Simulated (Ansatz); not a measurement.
Input file:

```
crystal:
  periodic: [false, false, false]
  atoms:
    - { symbol: Al, position_ang: [0.0, 0.0, 0.0] }
    - { symbol: H, position_ang: [0.0, 0.0, 1.56] }
    - { symbol: "N", position_ang: [1.6627, 0.0, -0.96] }
    - { symbol: H, position_ang: [2.1293, -0.9179, -1.2118] }
    - { symbol: H, position_ang: [2.1141, 0.9179, -1.2382] }
    - { symbol: C, position_ang: [-1.706, 0.0, -0.985] }
    - { symbol: H, position_ang: [-2.2662, -0.9305, -0.7558] }
    - { symbol: H, position_ang: [-2.3102, 0.8797, -0.6796] }
    - { symbol: H, position_ang: [-1.5043, 0.0508, -2.0753] }
basis:
  gaussian: { orbitals: def2-SVP }
hamiltonian:
  xc: blyp
  dispersion: d4
relax:
  f_tol: 0.02
  max_steps: 40
output:
  orbitals: {}
```

Run with:

```sh
ansatz run input.yaml --threads 2 --pin off --max-ram 3072MiB --backend cpu --events-out ev --progress --plain --runs-dir out
```

The fields are those of the run's last geometry, not of the input's.

Theory: Ansatz, RKS BLYP-D4/def2-SVP.

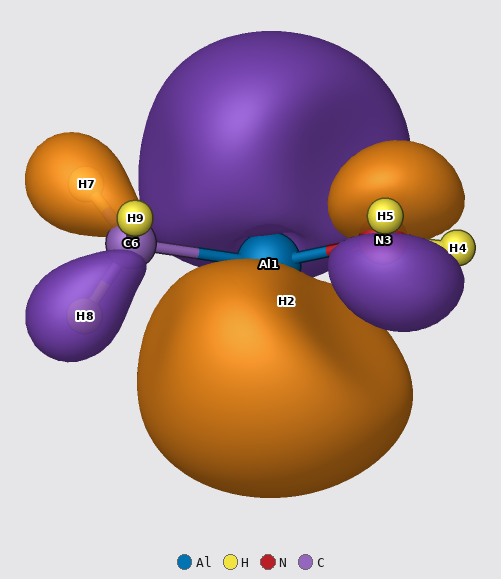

CH₆AlN. One frontier orbital at ±0.06 Å⁻³ᐟ² (orange and purple are the two phases), seen from one side.

### Which orbital is it: HOMO or LUMO?

The LUMO, at −0.63 eV. By Hirshfeld shares it lies mainly on Al1 (about 70 %), N3 (about 15 %) and C6 (about 5 %).
